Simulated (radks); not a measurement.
## Run report: Zn⁺, atomic calculation

Zn⁺, configuration [Ar] 3d10 4s1. Computed at this level: scalar-relativistic Kohn-Sham, r2SCAN, spin-polarised, spherical densities, finite nucleus (radks).

Input file:
```
Z 30
configuration [Ar] 3d10 4s1
relativity scalar-relativistic
functional r2scan,r2scan
spin polarised
nucleus finite rms 3.9283 fm
c 137.035999084
mesh_end 12
max_iterations 74
```

Energies in input and log are in hartree, lengths in bohr (the nuclear radius in fm).

Hardware: 1 thread of Arm Neoverse N1, 40 GiB of memory available, shared host.

The run was one of a batch that the task file lists, launched with:
```bash
python <driver script> task.json out
```

Log:
```
1s      1   1.0000        -351.46719773
2s      1   1.0000         -43.31409854
2p      1   3.0000         -37.52292430
3s      1   1.0000          -5.25818178
3p      1   3.0000          -3.51511382
3d      1   5.0000          -0.73793197
4s      1   1.0000          -0.54653936
1s      2   1.0000        -351.46549475
2s      2   1.0000         -43.31555851
2p      2   3.0000         -37.52351930
3s      2   1.0000          -5.25856344
3p      2   3.0000          -3.51481684
3d      2   5.0000          -0.73008891
4s      2   0.0000          -0.46186283
Etot -1795.952717109962
Ekin 1824.602947576018
Encl -4317.990813596841
Eh 769.0446541038227
Exc -71.60950519296179
err 1.7600463754277327e-06
it 15
```

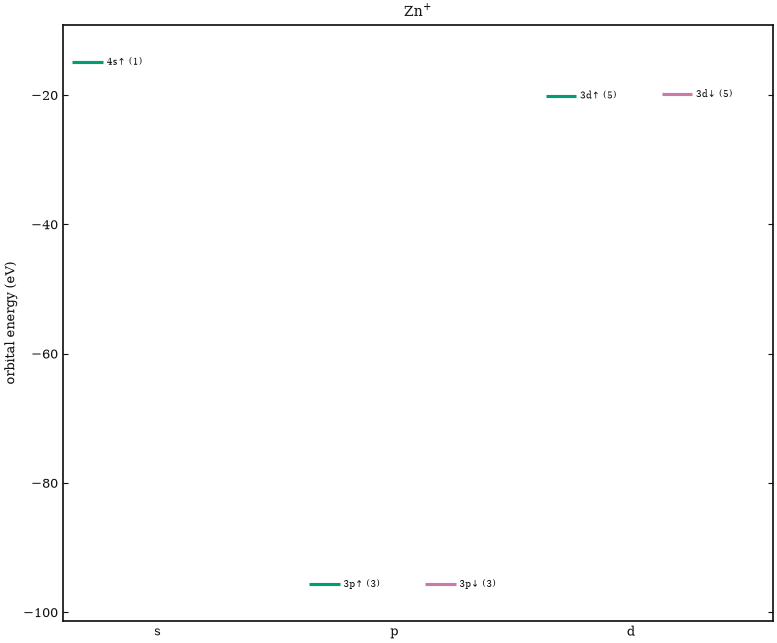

Figure 1. The outer levels are drawn by angular momentum (occupations in brackets, up spins at the left of each column and down spins at the right). They are the filled levels of this odd run. The highest occupied level is 4s up at −14.9 eV. The highest 3 occupied levels, from the top down, are 4s up (−14.9 eV), 3d down (−19.9 eV), 3d up (−20.1 eV).

What the run reported:

```tsv
quantity	value
outcome	converged
total energy	−1795.9527 hartree
kinetic energy	1824.6029 hartree
electron–nucleus energy	−4317.9908 hartree
Hartree energy	769.044654 hartree
exchange–correlation energy	−71.609505 hartree
radius at density 0.001 e/bohr³	3.62 bohr
SCF iterations	15
```

What is odd here:

A numerical setting was moved from its usual value: mesh end rmax = 12. The program ran to the end, and its total energy equals that of the same run with the usual input (−1795.95272 hartree) within 10⁻⁵ hartree, so the oddity leaves no trace in it.
